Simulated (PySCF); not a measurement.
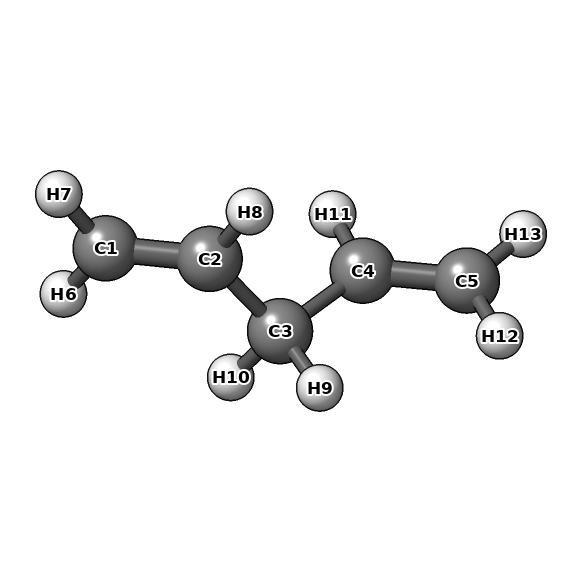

The thickness of each stick grows with its Mayer bond order. Computed geometry: PBE0-D3(BJ)/def2-TZVP optimisation. No frequency run is at hand to confirm it as a minimum. Method: PBE0/pcSseg-2 (PySCF 2.14.0).

Which bond has the highest Mayer bond order?

Answer. C1–C2 and C4–C5, 1.92, at a length of 1.325 Å.

List the Mayer bond orders of C2–C3, C3–H9, C1–C2, C2–H8, C1–H6, C1–H7 (one bond of each equivalent set).

```tsv
bond	Mayer order	length (Å)
C2–C3	0.97	1.497
C3–H9	0.99	1.096
C1–C2	1.92	1.325
C2–H8	1.01	1.088
C1–H6	1.00	1.086
C1–H7	1.00	1.084
```
